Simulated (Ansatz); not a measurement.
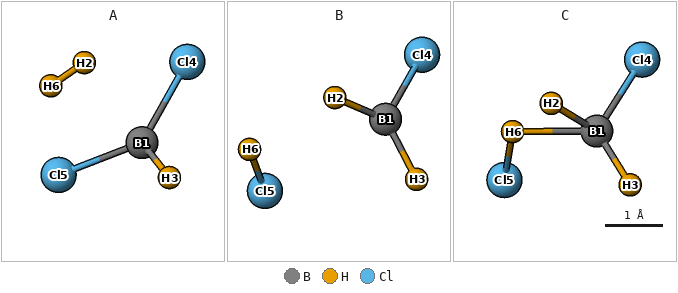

3 geometries from a converged minimum-energy path of BH3Cl2, made up of BH2Cl and HCl, shuffled. A ball-and-stick model, seen at a tilt.

Method: RKS PBE-D4/def2-SVP (Ansatz). Set-up: 7 movable images; climbing image; force threshold 0.05 eV/Å; iteration limit 60; starting path through a guess of the saddle point.

Question: Which frame is the top of the path?

Answer: C. In order along the path, whose images run from 0 to 8: B (image 2, +0.8 kcal/mol), C (image 4, +7.2 kcal/mol), A (image 7, −17.2 kcal/mol). Breaking: B1–H2 (1.21 → 1.29 at the top → 3.15 Å), Cl5–H6 (1.30 → 1.51 at the top → 3.40 Å). Forming: B1–Cl5 (2.72 → 2.16 at the top → 1.75 Å), H2–H6 (2.88 → 1.13 at the top → 0.77 Å).

Limits of the set-up: the start holds two separate molecules, 2.7 Å apart at their closest, whose relative position is a soft coordinate.
